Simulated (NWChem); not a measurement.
**CH2BN− (SMILES [BH2-]C#N): a first try and a second**

Wanted: energy and gradient of CH2BN−, USOGGA11/jorge-DZP (SMD water).

Program for the calculation: NWChem 7.3.0.

2 further runs of the same task are left out: 2 set aside as unsound or not needed.

### Step 1. Starting point

The species is CH2BN− (5 atoms), meant as a doublet with charge -1. As SMILES, `[BH2-]C#N`. The coordinates come from a GFN2-xTB relaxation.

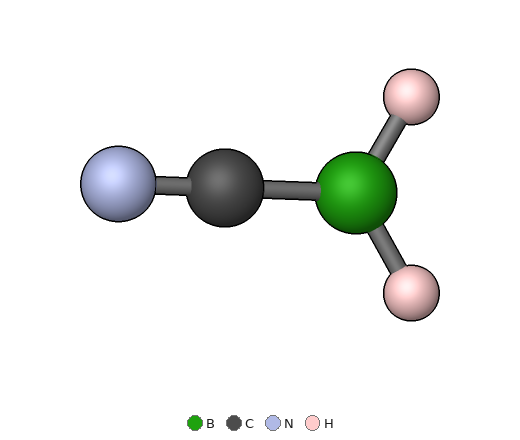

Viewed from a chosen angle; boron green, carbon dark grey, nitrogen light blue, hydrogen pink.

### Step 2. Try one

Contents of ch2bn.nw:

```
start ch2bn
title "CH2BN gradient"
memory stack 880 mb heap 220 mb global 1100 mb
charge -1

geometry noautoz
   B       -0.479260       0.201310      -0.246440
   C        0.740110      -0.310900       0.381160
   N        1.729380      -0.727540       0.890010
   H       -0.889380      -0.271730      -1.280950
   H       -1.100840       1.108860       0.256220
end

basis spherical bse
   B library cc-pVDZ-PP
   C library cc-pVDZ-PP
   N library cc-pVDZ-PP
   H library cc-pVDZ-PP
end

cosmo
   do_cosmo_smd true
   solvent water
end

dft
   xc sogga11
   mult 2
   grid medium
   maxiter 50
   noprint "final vectors analysis"
end

task dft gradient
```

On the command line:

```bash
$ nwchem ch2bn.nw > ch2bn.out
```

What it wrote:

```text
Northwest Computational Chemistry Package (NWChem) 7.3.0
             --------------------------------------------------------

           Job information
           ---------------

    nwchem branch   = 7.3.0
    use scalapack   = T
    input           = ch2bn.nw
    prefix          = ch2bn.
    data base       = ./ch2bn.db
    status          = startup
    nproc           =        1

           Memory information
           ------------------

    heap     =     28835838 doubles =      220.0 Mbytes
    stack    =    115343355 doubles =      880.0 Mbytes
    global   =    144179200 doubles =     1100.0 Mbytes (distinct from heap & stack)
    total    =    288358393 doubles =     2200.0 Mbytes
    verify   = yes
    hardfail = no

           Directory information
           ---------------------

  0 permanent = .
  0 scratch   = .

[... 34 lines left out ...]
            Nuclear Dipole moment (a.u.)
[... 53 lines left out ...]
  bas_tag_lib: failed to locate basis b_cc-pvdz-pp in file <dir>
 ------------------------------------------------------------------------
 bas_tag_lib: no such basis available                   0
 ------------------------------------------------------------------------
 ------------------------------------------------------------------------
  current input line :
    15:    B library cc-pVDZ-PP
 ------------------------------------------------------------------------
 ------------------------------------------------------------------------
 There is an error in the input file
 ------------------------------------------------------------------------

0:bas_tag_lib: no such basis available:Received an Error in Communication
  Errorcode: -1
```

Run time: 0.54 s. Hardware: 1 thread of Intel Xeon at 2.60GHz (Ice Lake), shared host; peak memory 0.071 GiB.

### Step 3. Reading the log

The program broke off before the end.

The log says `bas_tag_lib: failed to locate basis b_cc-pvdz-pp in file <dir>`. The cause is that the program or basis doesn't cover what is asked for. To mend it: basis set jorge-DZP in place of cc-pVDZ-PP.

### Step 4. Try two

Contents of ch2bn.nw:

```
start ch2bn
title "CH2BN"
memory stack 880 mb heap 220 mb global 1100 mb
charge -1

geometry units angstrom noautoz
  B     -0.479260     0.201310    -0.246440
  C      0.740110    -0.310900     0.381160
  N      1.729380    -0.727540     0.890010
  H     -0.889380    -0.271730    -1.280950
  H     -1.100840     1.108860     0.256220
end

basis "ao basis" spherical bse
  B library jorge-DZP
  C library jorge-DZP
  N library jorge-DZP
  H library jorge-DZP
end

cosmo
  do_cosmo_smd true
  solvent water
end

dft
  xc sogga11
  mult 2
  grid medium
  iterations 200
end

task dft gradient
```

On the command line:

```bash
$ nwchem ch2bn.nw > ch2bn.out
```

What it wrote:

```text
[...]
 Group name             C2v
[...]
          Wavefunction type:  spin polarized.
          No. of atoms     :     5
          No. of electrons :    21
[...]
          Charge           :    -1
          Spin multiplicity:     2
[...]
          AO basis - number of functions:    55
[...]
              XC Information
              --------------
                      SOGGA11 Method XC Functional
                       SOGGA11 gradient correction  1.000
                     SOGGA11 Correlation Potential  1.000
[...]
 d= 0,ls=0.0,diis     1   -118.7697623651 -1.65D+02  1.77D-02  2.79D-01     0.4
[...]
 d= 0,ls=0.0,diis     7   -119.0129190673  9.66D-09  1.19D-06  2.62D-09     4.5
[...]
         Total DFT energy =     -119.012919067322
      One electron energy =     -260.018293228829
           Coulomb energy =      107.906755356647
    Exchange-Corr. energy =      -17.293302264722
 Nuclear repulsion energy =       46.054618353125
             COSMO energy =        4.337302716457
[...]
      <S2> =      0.7561 (Exact =     0.7500)
[...]
  wavefunction    = open shell
[...]
                         DFT ENERGY GRADIENTS
    atom               coordinates                        gradient
                 x          y          z           x          y          z
   1 B       0.000000   0.000000  -2.466778    0.000000   0.000000   0.021394
   2 C       0.000000   0.000000   0.299657    0.000000   0.000000  -0.007817
   3 N       0.000000   0.000000   2.544514    0.000000   0.000000  -0.020165
   4 H       0.000000  -1.962414  -3.637824    0.000000   0.007339   0.003294
   5 H       0.000000   1.962414  -3.637824    0.000000  -0.007339   0.003294
[...]
```

Run time: 6.9 s. Hardware: 1 thread of Intel Xeon at 2.60GHz (Ice Lake), shared host; peak memory 0.1 GiB.

### Step 5. Outcome

Level: USOGGA11/jorge-DZP (SMD water).

| quantity | value |
| --- | --- |
| total energy | -119.01292 Eh |
| HOMO energy (highest over α and β) | -3.50 eV |
| LUMO energy (lowest over α and β) | -2.45 eV |
| solvent term in the energy | -243.8 kJ/mol |
| ⟨S²⟩ | 0.756 |
| largest force on an atom | 1.100 eV/Å |

**Reading.** The largest force is 1.10 eV/Å: the shape isn't a stationary point for this species at this level.
